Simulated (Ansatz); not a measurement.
# Geometry relaxation of AlPH$_{6}$

AlPH$_{6}$, computed with RKS PBE-D4/def2-SVP (Ansatz 0.2.0).

It belongs to a series of runs on one base structure; here: end point A relaxed. Figures and captions count atoms from 1; the log counts them from 0 in places.

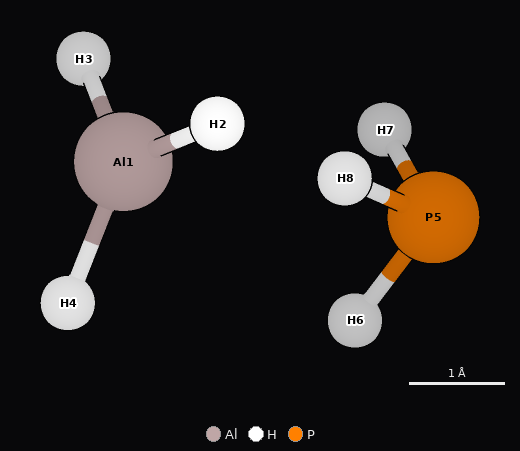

The structure as given in the input (ball-and-stick view, seen at a tilt; atoms are numbered from 1 in the order of the input). Sticks mark near contacts.

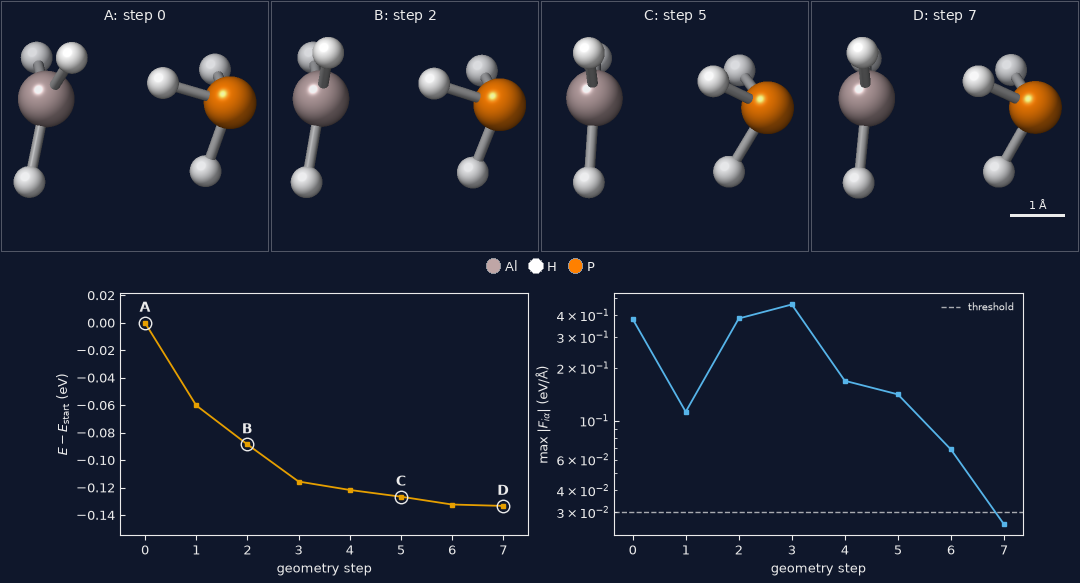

Frames of the relaxation (ball-and-stick view, seen at a tilt) above the curves, on which the letters mark them (the first geometry is step 0 here and step 1 in the log).

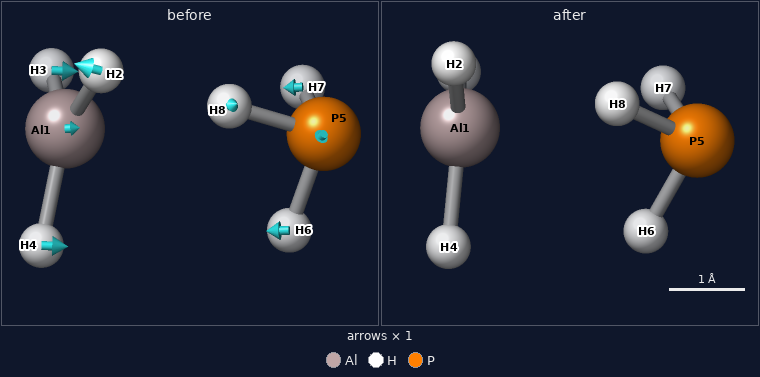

Before (left) and after (right) the relaxation, at one scale (ball-and-stick view, seen at a tilt). The teal arrows give the displacements, at true length. The energy falls by 0.133 eV in 7 geometry steps. The largest force component goes from 0.38 to 0.026 eV/Å. The largest move after the best rigid fit is that of H2, 0.39 Å. By element the largest moves are H 0.39 Å, Al 0.20 Å, P 0.19 Å. Among the contacts that change: Al1–H2 1.573 → 1.606 Å, P5–H8 1.439 → 1.456 Å. (Atoms are counted from 1 in the order of the input.)

These pictures come from the run below.

### Input
```yaml
crystal:
  periodic: [false, false, false]
  atoms:
    - { symbol: Al, position_ang: [0.007261, 0.211111, 0.03043] }
    - { symbol: H, position_ang: [-0.071269, 0.309942, 1.598472] }
    - { symbol: H, position_ang: [1.430132, 0.24661, -0.69971] }
    - { symbol: H, position_ang: [-1.341244, 0.087375, -0.821799] }
    - { symbol: P, position_ang: [0.168087, -2.980834, 1.387804] }
    - { symbol: H, position_ang: [-0.657599, -3.030536, 0.206857] }
    - { symbol: H, position_ang: [1.388232, -2.86262, 0.629935] }
    - { symbol: H, position_ang: [0.0241, -1.558947, 1.554012] }
basis:
  gaussian: { orbitals: def2-SVP }
hamiltonian:
  xc: pbe
  dispersion: d4
relax:
  f_tol: 0.03
  max_steps: 50
```

Launch command:
```bash
ansatz run input.yaml --threads 1 --pin off --max-ram 2048MiB --backend cpu --events-out ev --progress --plain --runs-dir out
```

### The program's output
```
The last accepted step is kept in [file] (removed where the run ends without a failure and the disk answers)
Engine: ansatz 0.2.0, aarch64-unknown-linux-gnu
Functional definition: PBE
  parameter kappa = 0.804
  parameter beta = 0.06672455060314922
  exchange = pbe_x(kappa = kappa, mu = beta*pi^2/3)
  correlation = pbe_c(beta = beta)
748 factors; their error is unknown
mean field evaluation 1: about -15967.1235 eV, gradient 1.7e1 eV
mean field evaluation 2: about -15968.0297 eV, gradient 9.0e0 eV
mean field evaluation 4: about -15968.3751 eV, gradient 3.6e-1 eV
mean field evaluation 8: about -15968.3526 eV, gradient 4.8e-3 eV
mean field -15968.35257535 eV, -586.8261334060 hartree, gradient 3.7e-5 eV, S^2 0.000000; 0 other end points of the search recorded, 0 dependent functions left out
the calculation of the forces begins
reference -15968.35261346 eV, -586.8261348064 hartree; 17, 17 occupied and 49, 49 virtual orbitals, 748 factors
relax step   1: F+E_penalty+E_count = -15968.47190220 eV  Δ(F+E_penalty+E_count) = +0.000e0 eV  max|allowed force component| = 3.817e-1 eV/Å  Δτ_max = 0.0000 Å  (21 SCF iters, accepted)
these checks for a lower state are left out or cut short: starts, cluster_reference, orbital_swaps, neighbouring_geometries, increment
748 factors; their error is unknown
mean field evaluation 16: about -15968.4148 eV, gradient 5.9e-2 eV
mean field -15968.41480662 eV, -586.8284203630 hartree, gradient 6.5e-6 eV, S^2 0.000000; 0 other end points of the search recorded, 0 dependent functions left out
the calculation of the forces begins
reference -15968.41484514 eV, -586.8284217786 hartree; 17, 17 occupied and 49, 49 virtual orbitals, 748 factors
relax step   2: F+E_penalty+E_count = -15968.53202849 eV  Δ(F+E_penalty+E_count) = -6.013e-2 eV  max|allowed force component| = 1.126e-1 eV/Å  Δτ_max = 0.1949 Å  (23 SCF iters, accepted)
these checks for a lower state are left out or cut short: starts, cluster_reference, orbital_swaps, neighbouring_geometries, increment
748 factors; their error is unknown
mean field -15968.43987666 eV, -586.8293416701 hartree, gradient 4.9e-6 eV, S^2 0.000000; 0 other end points of the search recorded, 0 dependent functions left out
the calculation of the forces begins
reference -15968.43991519 eV, -586.8293430860 hartree; 17, 17 occupied and 49, 49 virtual orbitals, 748 factors
relax step   3: F+E_penalty+E_count = -15968.56044021 eV  Δ(F+E_penalty+E_count) = -2.841e-2 eV  max|allowed force component| = 3.843e-1 eV/Å  Δτ_max = 0.1196 Å  (26 SCF iters, accepted)
these checks for a lower state are left out or cut short: starts, cluster_reference, orbital_swaps, neighbouring_geometries, increment
748 factors; their error is unknown
mean field evaluation 32: about -15968.4616 eV, gradient 2.1e-4 eV
mean field -15968.46155544 eV, -586.8301383505 hartree, gradient 1.3e-5 eV, S^2 0.000000; 0 other end points of the search recorded, 0 dependent functions left out
the calculation of the forces begins
reference -15968.46159354 eV, -586.8301397507 hartree; 17, 17 occupied and 49, 49 virtual orbitals, 748 factors
relax step   4: F+E_penalty+E_count = -15968.58747205 eV  Δ(F+E_penalty+E_count) = -2.703e-2 eV  max|allowed force component| = 4.621e-1 eV/Å  Δτ_max = 0.1950 Å  (24 SCF iters, accepted)
these checks for a lower state are left out or cut short: starts, cluster_reference, orbital_swaps, neighbouring_geometries, increment
748 factors; their error is unknown
mean field -15968.46947426 eV, -586.8304293616 hartree, gradient 6.7e-6 eV, S^2 0.000000; 0 other end points of the search recorded, 0 dependent functions left out
the calculation of the forces begins
reference -15968.46951195 eV, -586.8304307466 hartree; 17, 17 occupied and 49, 49 virtual orbitals, 748 factors
relax step   5: F+E_penalty+E_count = -15968.59359934 eV  Δ(F+E_penalty+E_count) = -6.127e-3 eV  max|allowed force component| = 1.693e-1 eV/Å  Δτ_max = 0.2000 Å  (24 SCF iters, accepted)
these checks for a lower state are left out or cut short: starts, cluster_reference, orbital_swaps, neighbouring_geometries, increment
748 factors; their error is unknown
mean field -15968.47266382 eV, -586.8305465758 hartree, gradient 2.1e-5 eV, S^2 0.000000; 0 other end points of the search recorded, 0 dependent functions left out
the calculation of the forces begins
reference -15968.47270125 eV, -586.8305479515 hartree; 17, 17 occupied and 49, 49 virtual orbitals, 748 factors
relax step   6: F+E_penalty+E_count = -15968.59851018 eV  Δ(F+E_penalty+E_count) = -4.911e-3 eV  max|allowed force component| = 1.417e-1 eV/Å  Δτ_max = 0.0493 Å  (23 SCF iters, accepted)
these checks for a lower state are left out or cut short: starts, cluster_reference, orbital_swaps, neighbouring_geometries, increment
748 factors; their error is unknown
mean field -15968.47644487 eV, -586.8306855267 hartree, gradient 6.5e-6 eV, S^2 0.000000; 0 other end points of the search recorded, 0 dependent functions left out
the calculation of the forces begins
reference -15968.47648231 eV, -586.8306869029 hartree; 17, 17 occupied and 49, 49 virtual orbitals, 748 factors
relax step   7: F+E_penalty+E_count = -15968.60421063 eV  Δ(F+E_penalty+E_count) = -5.700e-3 eV  max|allowed force component| = 6.861e-2 eV/Å  Δτ_max = 0.0862 Å  (24 SCF iters, accepted)
these checks for a lower state are left out or cut short: starts, cluster_reference, orbital_swaps, neighbouring_geometries, increment
748 factors; their error is unknown
mean field -15968.47757883 eV, -586.8307271990 hartree, gradient 2.3e-5 eV, S^2 0.000000; 0 other end points of the search recorded, 0 dependent functions left out
the calculation of the forces begins
reference -15968.47761631 eV, -586.8307285766 hartree; 17, 17 occupied and 49, 49 virtual orbitals, 748 factors
relax step   8: F+E_penalty+E_count = -15968.60523587 eV  Δ(F+E_penalty+E_count) = -1.025e-3 eV  max|allowed force component| = 2.565e-2 eV/Å  Δτ_max = 0.0208 Å  (23 SCF iters, accepted)
748 factors; their error is unknown
mean field evaluation 64: about -15968.4776 eV, gradient 2.3e-5 eV
mean field -15968.47757883 eV, -586.8307271990 hartree, gradient 2.3e-5 eV, S^2 0.000000; 1 other end points of the search recorded, 0 dependent functions left out
the calculation of the forces begins
reference -15968.47761631 eV, -586.8307285766 hartree; 17, 17 occupied and 49, 49 virtual orbitals, 748 factors
Total energy: -15968.60527335 eV, -586.8354198863 hartree
Atom 0 at     0.019988     0.034411     0.129430 Å, force     0.000536    -0.025647     0.018269 eV/Å
Atom 1 at    -0.082525     0.700548     1.587557 Å, force    -0.000243     0.017072    -0.004193 eV/Å
Atom 2 at     1.451154    -0.093321    -0.578325 Å, force    -0.000947     0.009231    -0.007202 eV/Å
Atom 3 at    -1.322973    -0.253043    -0.695730 Å, force    -0.000601     0.009347    -0.007179 eV/Å
Atom 4 at     0.173927    -2.962781     1.197275 Å, force    -0.001033    -0.023450     0.009463 eV/Å
Atom 5 at    -0.660937    -2.757183     0.042322 Å, force     0.000160     0.006449    -0.001738 eV/Å
Atom 6 at     1.385176    -2.633217     0.494703 Å, force     0.002117     0.004610    -0.001559 eV/Å
Atom 7 at    -0.016110    -1.613313     1.708768 Å, force     0.000011     0.002387    -0.005861 eV/Å
Dipole moment:     0.040858    -0.243945     0.015199 e Å
```

### Trajectory as extended XYZ (Å, eV, eV/Å), 8 frames, from step=1 to step=8
```
8
Properties=species:S:1:pos:R:3:forces:R:3 step=1 energy=-15968.47190
Al    0.0073    0.2111    0.0304    0.0315  -0.2322  -0.3150
H    -0.0713    0.3099    1.5985   -0.0385   0.3797   0.3817
H     1.4301    0.2466   -0.6997    0.0184   0.0070   0.0110
H    -1.3412    0.0874   -0.8218   -0.0162  -0.0023   0.0073
P     0.1681   -2.9808    1.3878    0.0473  -0.3677  -0.1414
H    -0.6576   -3.0305    0.2069    0.0017   0.0098  -0.0016
H     1.3882   -2.8626    0.6299   -0.0116   0.0107  -0.0055
H     0.0241   -1.5589    1.5540   -0.0327   0.1948   0.0636
8
Properties=species:S:1:pos:R:3:forces:R:3 step=2 energy=-15968.53203
Al    0.0081    0.1994    0.0397   -0.0043   0.0160   0.1126
H    -0.0832    0.5036    1.6162   -0.0015   0.1038  -0.0544
H     1.4319    0.2380   -0.6913    0.0096  -0.0738   0.0170
H    -1.3409    0.0731   -0.8141    0.0027  -0.0803   0.0160
P     0.1739   -3.0356    1.3666    0.0207  -0.0695  -0.0896
H    -0.6570   -3.0593    0.1893    0.0138   0.0092  -0.0197
H     1.3935   -2.8876    0.6140   -0.0161   0.0035  -0.0259
H     0.0214   -1.6095    1.5655   -0.0249   0.0911   0.0440
8
Properties=species:S:1:pos:R:3:forces:R:3 step=3 energy=-15968.56044
Al    0.0143    0.1336    0.0772   -0.0282   0.1605   0.3821
H    -0.0864    0.6043    1.6454    0.0219  -0.0586  -0.3843
H     1.4409    0.1325   -0.6523   -0.0031  -0.0776   0.0336
H    -1.3322   -0.0397   -0.7753    0.0163  -0.0793   0.0366
P     0.1732   -3.0031    1.3169    0.0157   0.0114  -0.0864
H    -0.6596   -3.0005    0.1410    0.0102   0.0184  -0.0062
H     1.3895   -2.8260    0.5651   -0.0206   0.0124  -0.0094
H     0.0080   -1.5790    1.5681   -0.0122   0.0128   0.0340
8
Properties=species:S:1:pos:R:3:forces:R:3 step=4 energy=-15968.58747
Al    0.0239    0.0532    0.1336   -0.0419   0.2088   0.3631
H    -0.0865    0.7252    1.6391    0.0327  -0.1989  -0.4621
H     1.4578   -0.0396   -0.5824   -0.0407  -0.0151   0.0395
H    -1.3195   -0.2208   -0.7041    0.0489  -0.0018   0.0468
P     0.1746   -2.9600    1.2328    0.0131   0.1336  -0.0585
H    -0.6677   -2.8794    0.0644    0.0336   0.0289   0.0538
H     1.3826   -2.7015    0.4875   -0.0638   0.0083   0.0398
H    -0.0175   -1.5551    1.6150    0.0182  -0.1638  -0.0224
8
Properties=species:S:1:pos:R:3:forces:R:3 step=5 energy=-15968.59360
Al    0.0196    0.1119    0.1135    0.0087  -0.1693   0.0407
H    -0.0886    0.8073    1.5435   -0.0081   0.0632   0.1270
H     1.4519   -0.0793   -0.5598    0.0809   0.0210  -0.0725
H    -1.3136   -0.2375   -0.6882   -0.0764   0.0076  -0.0799
P     0.1891   -3.0320    1.1935   -0.0120   0.0527  -0.0754
H    -0.6690   -2.7973    0.0573    0.0282  -0.0107   0.0429
H     1.3793   -2.6446    0.4804   -0.0158  -0.0094   0.0143
H    -0.0210   -1.7065    1.7457   -0.0054   0.0449   0.0029
8
Properties=species:S:1:pos:R:3:forces:R:3 step=6 energy=-15968.59851
Al    0.0224    0.0776    0.1143    0.0057  -0.1417   0.0389
H    -0.0853    0.7590    1.5526   -0.0080   0.0642   0.1114
H     1.4534   -0.0953   -0.5675    0.0779   0.0229  -0.0665
H    -1.3111   -0.2550   -0.6951   -0.0739   0.0113  -0.0731
P     0.1870   -3.0088    1.1866   -0.0126   0.0171  -0.0456
H    -0.6707   -2.7539    0.0566    0.0026  -0.0184   0.0129
H     1.3748   -2.6083    0.4798    0.0164  -0.0122   0.0010
H    -0.0228   -1.6931    1.7588   -0.0081   0.0568   0.0210
8
Properties=species:S:1:pos:R:3:forces:R:3 step=7 energy=-15968.60421
Al    0.0234    0.0147    0.1334    0.0010   0.0686  -0.0494
H    -0.0837    0.6879    1.5892   -0.0001  -0.0132  -0.0042
H     1.4540   -0.0765   -0.5876   -0.0208  -0.0249   0.0294
H    -1.3160   -0.2427   -0.7124    0.0180  -0.0219   0.0310
P     0.1776   -2.9626    1.2007    0.0099  -0.0307   0.0002
H    -0.6713   -2.7592    0.0557    0.0026   0.0060  -0.0083
H     1.3812   -2.6224    0.4885   -0.0107   0.0021  -0.0003
H    -0.0175   -1.6170    1.7185    0.0001   0.0140   0.0017
8
Properties=species:S:1:pos:R:3:forces:R:3 step=8 energy=-15968.60524
Al    0.0200    0.0344    0.1294    0.0005  -0.0256   0.0183
H    -0.0825    0.7005    1.5876   -0.0002   0.0171  -0.0042
H     1.4512   -0.0933   -0.5783   -0.0009   0.0092  -0.0072
H    -1.3230   -0.2530   -0.6957   -0.0006   0.0093  -0.0072
P     0.1739   -2.9628    1.1973   -0.0010  -0.0234   0.0095
H    -0.6609   -2.7572    0.0423    0.0002   0.0064  -0.0017
H     1.3852   -2.6332    0.4947    0.0021   0.0046  -0.0016
H    -0.0161   -1.6133    1.7088    0.0000   0.0024  -0.0059
```

### Key numbers

| quantity | value |
| --- | --- |
| outcome | converged |
| total energy | −15968.6053 eV |
| mean-field energy | −15968.4776 eV |
| largest force (length of the vector) at the end | 0.031 eV/Å |
| hardware | 1 thread of Arm Neoverse V1, 24 GiB of memory available, shared host |
| wall time | 13 s |
| peak memory | 0.11 GiB |
